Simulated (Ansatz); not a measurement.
# Run report: MoHBrCl₅F, geometry relaxation (part 1 of 2)

MoHBrCl₅F, computed with RKS PBE/def2-SVP (Ansatz 0.2.0).

It belongs to a series of runs on one base structure; here: end point A relaxed. Figures and captions count atoms from 1; the log counts them from 0 in places.

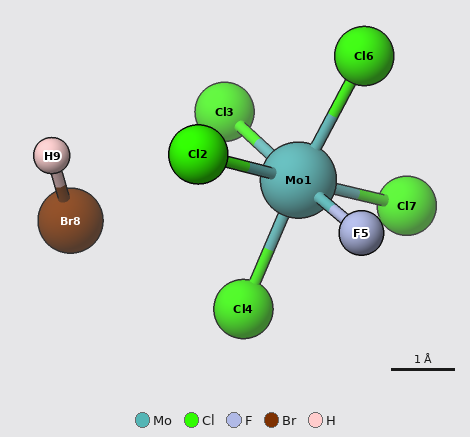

Figure 1. The input geometry (ball-and-stick view, seen at a tilt; atoms are numbered from 1 in the order of the input). Sticks mark near contacts. Bond lengths as drawn: Br–H 1.51 Å, Cl–Mo 2.29 to 2.33 Å and F–Mo 1.87 Å.

### Input
```yaml
crystal:
  periodic: [false, false, false]
  atoms:
    - { symbol: Mo, position_ang: [-0.085786, -0.094227, -0.157692] }
    - { symbol: Cl, position_ang: [-0.062993, 0.065395, 2.150709] }
    - { symbol: Cl, position_ang: [2.19714, -0.116606, -0.305284] }
    - { symbol: Cl, position_ang: [-0.24459, 2.184121, -0.433295] }
    - { symbol: F, position_ang: [-1.953583, -0.138206, -0.050666] }
    - { symbol: Cl, position_ang: [-0.120912, -2.411362, 0.050431] }
    - { symbol: Cl, position_ang: [-0.26738, -0.344217, -2.460029] }
    - { symbol: Br, position_ang: [1.985596, 2.382561, 1.719459] }
    - { symbol: H, position_ang: [1.961607, 1.461441, 2.912767] }
basis:
  gaussian: { orbitals: def2-SVP }
hamiltonian:
  xc: pbe
relax:
  f_tol: 0.03
  max_steps: 50
output:
  orbitals: {}
```

Run on 4 threads of Arm Neoverse V2, 24 GiB of memory available, shared host.

Launched with:
```bash
ansatz run input.yaml --threads 4 --pin off --max-ram 5120MiB --backend cpu --events-out ev --progress --plain --runs-dir out
```

### The program's output
```
The last accepted step is kept in [file] (removed where the run ends without a failure and the disk answers)
Engine: ansatz 0.2.0, aarch64-unknown-linux-gnu
Functional definition: PBE
  parameter kappa = 0.804
  parameter beta = 0.06672455060314922
  exchange = pbe_x(kappa = kappa, mu = beta*pi^2/3)
  correlation = pbe_c(beta = beta)
1829 factors; their error is unknown
mean field evaluation 1: about -137182.2662 eV, gradient 4.6e1 eV
mean field evaluation 2: about -136898.9193 eV, gradient 3.2e2 eV
mean field evaluation 4: about -137180.0978 eV, gradient 5.2e1 eV
mean field evaluation 8: about -137186.4605 eV, gradient 2.0e-1 eV
mean field evaluation 16: about -137166.9273 eV, gradient 6.0e1 eV
mean field evaluation 32: about -137185.7425 eV, gradient 1.1e1 eV
mean field -137186.33025258 eV, -5041.5046485480 hartree, gradient 2.4e-5 eV, S^2 0.000000; 4 other end points of the search recorded, 0 dependent functions left out
the calculation of the forces begins
reference -137186.33032559 eV, -5041.5046512308 hartree; 72, 72 occupied and 100, 100 virtual orbitals, 1829 factors
relax step   1: F+E_penalty+E_count = -137186.33025258 eV  Δ(F+E_penalty+E_count) = +0.000e0 eV  max|allowed force component| = 1.774e0 eV/Å  Δτ_max = 0.0000 Å  (147 SCF iters, accepted)
these checks for a lower state are left out or cut short: starts, cluster_reference, orbital_swaps, neighbouring_geometries, increment
1829 factors; their error is unknown
mean field -137186.63249440 eV, -5041.5157557298 hartree, gradient 2.4e-5 eV, S^2 0.000000; 0 other end points of the search recorded, 0 dependent functions left out
[... from here on the field's lines of each further geometry are left out, up to the last ...]
relax step   2: F+E_penalty+E_count = -137186.63249440 eV  Δ(F+E_penalty+E_count) = -3.022e-1 eV  max|allowed force component| = 6.408e-1 eV/Å  Δτ_max = 0.1948 Å  (44 SCF iters, accepted)
relax step   3: F+E_penalty+E_count = -137186.74374546 eV  Δ(F+E_penalty+E_count) = -1.113e-1 eV  max|allowed force component| = 2.001e-1 eV/Å  Δτ_max = 0.1984 Å  (39 SCF iters, accepted)
relax step   4: F+E_penalty+E_count = -137186.77595691 eV  Δ(F+E_penalty+E_count) = -3.221e-2 eV  max|allowed force component| = 1.068e-1 eV/Å  Δτ_max = 0.1999 Å  (39 SCF iters, accepted)
relax step   5: F+E_penalty+E_count = -137186.78163381 eV  Δ(F+E_penalty+E_count) = -5.677e-3 eV  max|allowed force component| = 4.681e-1 eV/Å  Δτ_max = 0.1642 Å  (36 SCF iters, accepted)
relax step   6: F+E_penalty+E_count = -137186.78973430 eV  Δ(F+E_penalty+E_count) = -8.100e-3 eV  max|allowed force component| = 2.084e-1 eV/Å  Δτ_max = 0.0769 Å  (37 SCF iters, accepted)
relax step   7: F+E_penalty+E_count = -137186.79304341 eV  Δ(F+E_penalty+E_count) = -3.309e-3 eV  max|allowed force component| = 1.371e-1 eV/Å  Δτ_max = 0.0474 Å  (35 SCF iters, accepted)
relax step   8: F+E_penalty+E_count = -137186.80163067 eV  Δ(F+E_penalty+E_count) = -8.587e-3 eV  max|allowed force component| = 3.128e-1 eV/Å  Δτ_max = 0.1951 Å  (37 SCF iters, accepted)
relax step   9: F+E_penalty+E_count = -137186.80592367 eV  Δ(F+E_penalty+E_count) = -4.293e-3 eV  max|allowed force component| = 4.785e-1 eV/Å  Δτ_max = 0.1951 Å  (37 SCF iters, accepted)
relax step  10: F+E_penalty+E_count = -137186.78764175 eV  Δ(F+E_penalty+E_count) = +1.828e-2 eV  max|allowed force component| = 4.600e-1 eV/Å  Δτ_max = 0.1956 Å  (37 SCF iters, rejected (line search))
relax step  11: F+E_penalty+E_count = -137186.81833672 eV  Δ(F+E_penalty+E_count) = -1.241e-2 eV  max|allowed force component| = 9.184e-2 eV/Å  Δτ_max = 0.0949 Å  (36 SCF iters, accepted)
relax step  12: F+E_penalty+E_count = -137186.82039772 eV  Δ(F+E_penalty+E_count) = -2.061e-3 eV  max|allowed force component| = 2.678e-2 eV/Å  Δτ_max = 0.0548 Å  (37 SCF iters, accepted)
relax step  13: F+E_penalty+E_count = -137186.82096827 eV  Δ(F+E_penalty+E_count) = -5.705e-4 eV  max|allowed force component| = 3.161e-2 eV/Å  Δτ_max = 0.0602 Å  (36 SCF iters, accepted)
the calculation of the forces begins
reference -137186.82112623 eV, -5041.5226878217 hartree; 72, 72 occupied and 100, 100 virtual orbitals, 1829 factors
relax step  14: F+E_penalty+E_count = -137186.82105245 eV  Δ(F+E_penalty+E_count) = -8.418e-5 eV  max|allowed force component| = 1.102e-2 eV/Å  Δτ_max = 0.0099 Å  (38 SCF iters, accepted)
```

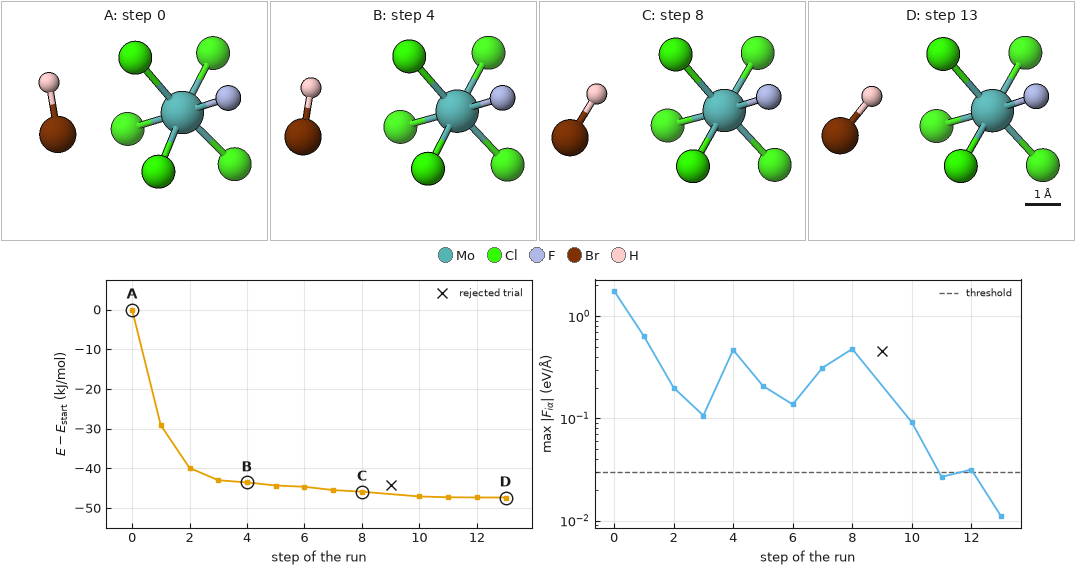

Figure 2. Frames of the relaxation (ball-and-stick view, seen at a tilt) above the curves, on which the letters mark them (the first geometry is step 0 here and step 1 in the log).

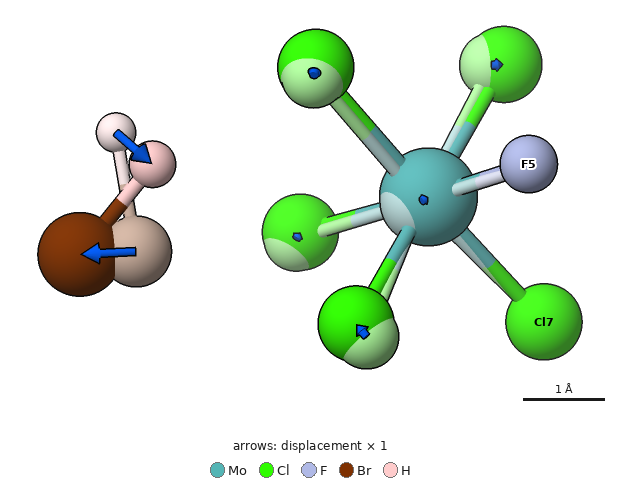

Figure 3. Start (faint) and end (solid) with the displacements as blue arrows, at true length (ball-and-stick view, seen at a tilt). The two geometries are laid on each other by the best rigid fit. Over 13 geometry steps the energy falls by 47.4 kJ/mol. Largest force component: 1.8 eV/Å at the start, 0.011 eV/Å at the end. The line search rejected the trial step at point 9 (counted from 0) and went back. Br8 moves most after the best rigid fit: 0.71 Å. By element the largest moves are Br 0.71 Å, H 0.63 Å, Cl 0.21 Å, Mo 0.12 Å, F 0.06 Å. Distances before and after: Br8–H9 1.508 → 1.448 Å, Mo1–Cl2 2.314 → 2.356 Å, Mo1–Cl7 2.323 → 2.305 Å, Mo1–Cl6 2.327 → 2.313 Å. Among the angles that change: Cl2–Mo1–Cl4 93.0° → 89.2°, Cl3–Mo1–Cl4 94.1° → 91.0°, Cl2–Mo1–Cl3 93.2° → 90.1°. (Atoms are counted from 1 in the order of the input.)

```
1829 factors; their error is unknown
mean field -137186.82105245 eV, -5041.5226851104 hartree, gradient 1.6e-5 eV, S^2 0.000000; 1 other end points of the search recorded, 0 dependent functions left out
the calculation of the forces begins
reference -137186.82112623 eV, -5041.5226878217 hartree; 72, 72 occupied and 100, 100 virtual orbitals, 1829 factors
Total energy: -137186.82112623 eV, -5041.5226878217 hartree
Atom 0 at    -0.121312    -0.198753    -0.190703 Å, force     0.008036    -0.002505     0.011022 eV/Å
Atom 1 at    -0.027630    -0.090583     2.161055 Å, force    -0.001207     0.000797    -0.006798 eV/Å
Atom 2 at     2.172992    -0.222447    -0.284829 Å, force     0.000351    -0.001907    -0.000650 eV/Å
Atom 3 at    -0.139787     2.105911    -0.264509 Å, force    -0.001830     0.000180     0.001080 eV/Å
Atom 4 at    -1.981909    -0.176470    -0.038466 Å, force    -0.004093     0.003408    -0.002669 eV/Å
Atom 5 at    -0.205774    -2.505481    -0.049578 Å, force     0.002323    -0.001573     0.000095 eV/Å
Atom 6 at    -0.306973    -0.308552    -2.485192 Å, force    -0.002756     0.001514    -0.001950 eV/Å
Atom 7 at     2.457867     2.734154     2.115715 Å, force    -0.003454    -0.004597    -0.000722 eV/Å
Atom 8 at     1.561626     1.651120     2.462908 Å, force     0.002631     0.004682     0.000592 eV/Å
Dipole moment:     0.093095    -0.060988    -0.059370 e Å
```

### Trajectory as extended XYZ (Å, eV, eV/Å), 14 frames, from step=1 to step=14
```
9
Properties=species:S:1:pos:R:3:forces:R:3 step=1 energy=-137186.33025
Mo   -0.0858   -0.0942   -0.1577   -0.7707  -0.9364  -0.7388
Cl   -0.0630    0.0654    2.1507   -0.1155  -0.0555   0.0377
Cl    2.1971   -0.1166   -0.3053    0.0273   0.0353   0.0360
Cl   -0.2446    2.1841   -0.4333    0.0266   0.0476   0.0209
F    -1.9536   -0.1382   -0.0507    0.0034   0.0336   0.0106
Cl   -0.1209   -2.4114    0.0504    0.0117  -0.0215  -0.0261
Cl   -0.2674   -0.3442   -2.4600   -0.0048  -0.0294  -0.0030
Br    1.9856    2.3826    1.7195    0.6698  -0.0123   1.7745
H     1.9616    1.4614    2.9128    0.1522   0.9386  -1.1117
9
Properties=species:S:1:pos:R:3:forces:R:3 step=2 energy=-137186.63249
Mo   -0.1274   -0.1470   -0.2000   -0.1867  -0.1101  -0.1424
Cl   -0.0854    0.0478    2.1218   -0.0061  -0.0158  -0.0206
Cl    2.1711   -0.1203   -0.3053   -0.0671   0.0458   0.0546
Cl   -0.2423    2.1556   -0.4301    0.0671  -0.0854   0.0480
F    -1.9882   -0.1439   -0.0581   -0.0575  -0.0845  -0.0868
Cl   -0.1281   -2.4468    0.0388   -0.0574  -0.0873  -0.0845
Cl   -0.2768   -0.3579   -2.4933   -0.0680  -0.0963  -0.0566
Br    2.0891    2.4936    1.8415    0.2995   0.0863   0.6408
H     1.9971    1.5076    2.9111    0.0762   0.3472  -0.3527
9
Properties=species:S:1:pos:R:3:forces:R:3 step=3 energy=-137186.74375
Mo   -0.1629   -0.1856   -0.2341    0.0968   0.2001   0.1398
Cl   -0.0974    0.0326    2.0921   -0.0348  -0.0655  -0.0502
Cl    2.1400   -0.1225   -0.3041   -0.0587  -0.0426  -0.0173
Cl   -0.2358    2.1256   -0.4254   -0.0158  -0.0974  -0.0221
F    -2.0222   -0.1786   -0.0976   -0.0621  -0.0473  -0.0511
Cl   -0.1621   -2.4827   -0.0052   -0.0267  -0.0762  -0.0328
Cl   -0.3093   -0.3948   -2.5239   -0.0341  -0.0389  -0.0625
Br    2.1960    2.6099    1.9617    0.1258   0.1264   0.1456
H     2.0628    1.5851    2.9629    0.0095   0.0415  -0.0493
9
Properties=species:S:1:pos:R:3:forces:R:3 step=4 energy=-137186.77596
Mo   -0.1909   -0.2090   -0.2606    0.0751   0.0815   0.1068
Cl   -0.1261   -0.0035    2.0617   -0.0428  -0.0362  -0.0488
Cl    2.1083   -0.1487   -0.3274   -0.0026  -0.0545  -0.0406
Cl   -0.2601    2.0951   -0.4506   -0.0378  -0.0235  -0.0174
F    -2.0535   -0.2218   -0.1525   -0.0385   0.0150   0.0131
Cl   -0.2024   -2.5131   -0.0536    0.0136  -0.0348   0.0135
Cl   -0.3453   -0.4309   -2.5539    0.0142   0.0161  -0.0349
Br    2.3080    2.7242    2.0815    0.0188  -0.0351   0.0957
H     2.1712    1.6965    3.0818    0.0000   0.0714  -0.0874
```
